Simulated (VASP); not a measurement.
Band structure of Rb (bcc). Computed with PBE GGA with D4 dispersion, VASP's PBE PAW potentials (set 64) (plane waves; VASP).

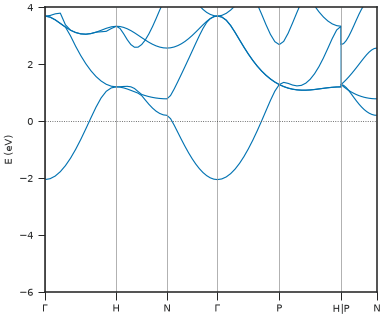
Fig. 1. Bands along high-symmetry lines, zero at the valence-band maximum or, without a gap, the Fermi level

**Question.** Read the plot: is there a gap, and where are the band edges?

**Answer.** It has no gap at this level: it comes out as a metal or semimetal. (Edges off the drawn lines would not show.)

The compound is Rb in the bcc structure. It was relaxed first.
